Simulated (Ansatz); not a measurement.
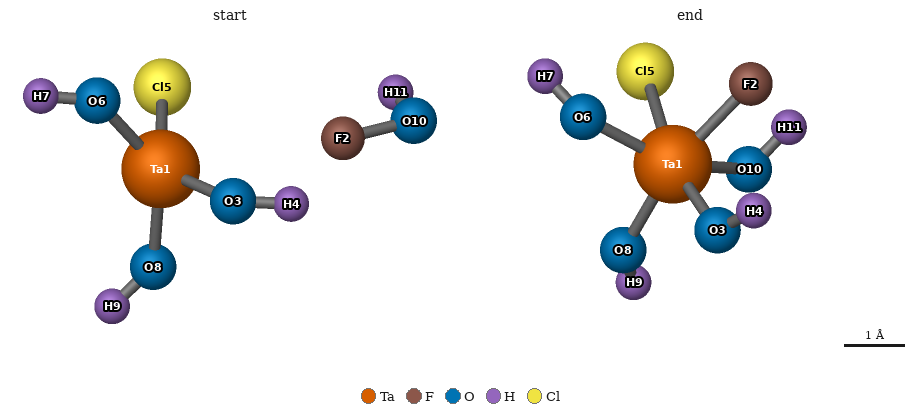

The structure of TaH4O4ClF (multiplicity 2) before (left) and after (right) a relaxation, at one scale.

The picture is a ball-and-stick view, seen from a free direction.

The run prepares an end point of a later path (reaction) calculation, from a guessed geometry.

Level of theory: UKS PBE/def2-SVP (Ansatz 0.2.0). Set-up: collinear spin; force threshold 0.03 eV/Å; at most 50 steps.

**Describe what moved and what it gained.**

Over 30 accepted moves (31 points after the start) the energy falls by 116.4 kcal/mol. Largest force component: 3.3 eV/Å at the start, 0.028 eV/Å at the end. The line search rejected the trial step at point 15 of the run. The largest move after the best rigid fit is that of O10, 2.36 Å. By element the largest moves are O 2.36 Å, F 1.54 Å, H 1.28 Å, Ta 0.89 Å, Cl 0.48 Å. Near-neighbour distances that change, for instance: Ta1–O10 4.434 → 2.121 Å, Cl5–O10 4.384 → 2.428 Å, Ta1–H11 4.506 → 2.607 Å, F2–O10 1.355 → 2.578 Å. New bonds form, among them: Ta1–F2 (3.13 → 1.94 Å), Ta1–O10 (4.43 → 2.12 Å). Bonds break, among them: F2–O10 (1.36 → 2.58 Å). Among the angles between lasting bonds that change: O6–Ta1–O8 140.3° → 100.4°, O3–Ta1–Cl5 137.6° → 166.9°, Cl5–Ta1–O6 96.9° → 87.6°. Groups turn about Ta1–O8 by about 160°. The run took 3.4 min on 4 threads of Arm Neoverse V2, with other jobs on the host, peak memory 0.4 GiB.
